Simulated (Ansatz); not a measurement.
The relaxed structure here is a generated cell of Ta2Ge: the first start was made by placing the elements on the sites of a structure type, and the end was not matched to a known phase here, so it may be hypothetical.

One stationary structure of Ta2Ge. Space group Pn-3m (No. 224), AFLOW prototype A2B_cP6_224_b_a (C3, as in Cu2O). Method: r2SCAN (plane waves to 500 eV, PAW, scalar-relativistic; Ansatz, a first-principles code).

Space group Pn-3m, origin choice 1 (No. 224); a = b = c = 5.381 Å, α = β = γ = 90.00°

```
atom  site  symmetry       x       y       z
----  ----  --------  ------  ------  ------
Ta      4c      .-3m  0.7500  0.7500  0.7500
Ge      2a      -43m  0.0000  0.0000  0.0000
```

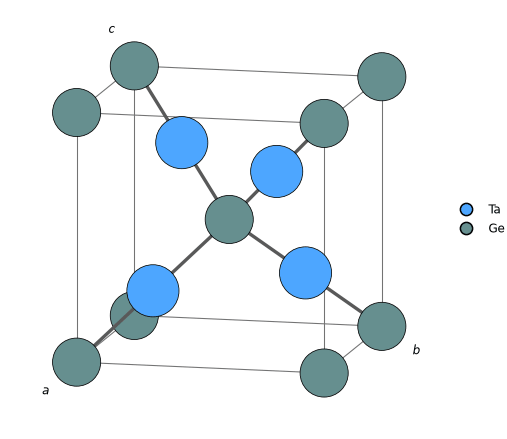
Fig. 1. The conventional cell of the relaxed structure

For Ta2Ge, the volume per atom comes out as 25.97 Å³, the band gap is no gap (metallic) and the shortest distances is Ge–Ta 2.33 Å. The k-mesh is 9×9×9.

Band energies at high-symmetry points (eV from the Fermi level; labels of this space group; no spin-orbit coupling), from −5 eV up to 0.9 eV:

```csv
point,energies
Γ,-4.88 -4.88 -4.88 -3.81 -1.76 -1.76 -1.04 -1.04 -1.04 0.15 0.15 0.15 0.36 0.36
X,-3.77 -3.77 -3.56 -3.56 -3.08 -3.08 -2.03 -2.03 -1.09 -1.09 -0.10 -0.10 0.47 0.47 0.61 0.61
M,-4.91 -4.91 -2.97 -2.97 -2.42 -2.42 -1.66 -1.66 -1.49 -1.49 -0.07 -0.07 0.11 0.11 0.31 0.31
R,-4.85 -4.85 -4.85 -2.32 -2.32 -2.32 -1.89 -1.89 -1.89 -0.57 -0.57 0.16 0.16 0.16
```

No spin polarisation in the result. A magnetic state may lie lower.

The run could not lose the symmetry of its start, so the end can be a saddle point.

All atoms sit on sites fixed by symmetry, so only the cell could relax.
